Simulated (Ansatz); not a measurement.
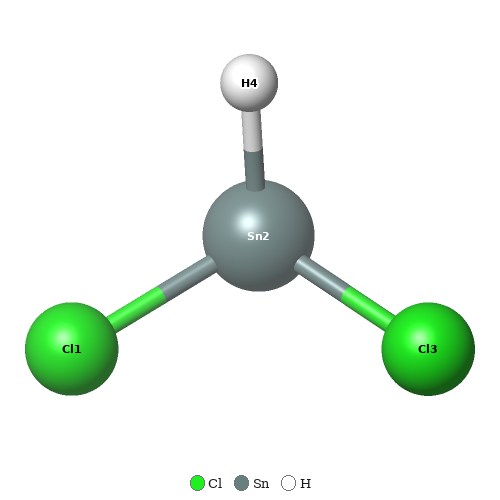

The system is Cl2HSn, SMILES [Cl][SnH][Cl], spin multiplicity 2; the picture shows the grid point nearest to the relaxed geometry. Two internal coordinates are moved rigidly from the geometry relaxed at PBE0-D4/def2-TZVP, all others fixed. The first coordinate is: bond Sn2–H4; the second: angle Cl1–Sn2–H4. The grid has 5 × 5 points. Points are written as (first, second). Energies: kJ/mol, counted from the lowest grid point. The calculation used Ansatz, UKS PBE0-D4/def2-TZVPP.

Its coordinates:

```yaml
atoms:
  - { symbol: Cl, position_ang: [-2.0909, 0.0999, 0.0323] }
  - { symbol: Sn, position_ang: [0.1420, -0.1443, -0.6065] }
  - { symbol: Cl, position_ang: [1.1408, -1.4479, 1.0539] }
  - { symbol: H, position_ang: [0.8912, 1.4919, -0.4962] }
```

Range: bond Sn2–H4 from 1.493 to 2.257 Å; angle Cl1–Sn2–H4 from 76.6 to 136.6°.

### Predict the map.

The lowest grid point is at (1.803 Å, 106.6°). The bottom of the well lies between grid points, at about (1.735 Å, 107°), about 2 kJ/mol lower on the interpolated surface. It is the only kind of minimum in the scanned range. The highest grid point, (2.257 Å, 76.6°), lies 93 kJ/mol above the lowest. Round the minimum the two coordinates are nearly uncoupled.

| angle Cl1–Sn2–H4 ↓, bond Sn2–H4 → | 1.493 | 1.619 | 1.803 | 2.019 | 2.257 |
| --- | --- | --- | --- | --- | --- |
| 136.6 | 81 | 43 | 33 | 54 | 81 |
| 121.6 | 55 | 16 | 9 | 33 | 67 |
| 106.6 | 46 | 7 | 0 | 26 | 63 |
| 91.6 | 57 | 17 | 10 | 36 | 72 |
| 76.6 | 92 | 52 | 43 | 64 | 93 |

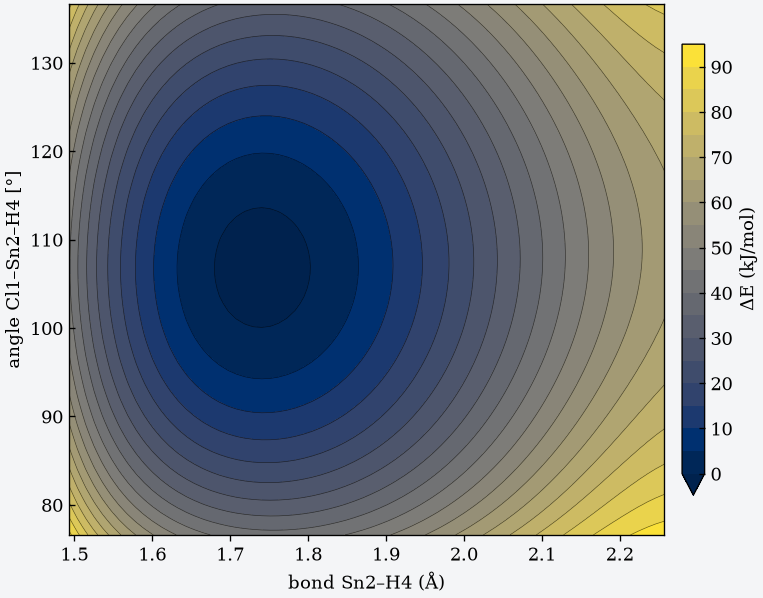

In the figure: filled contours. Between grid points the surface is interpolated.
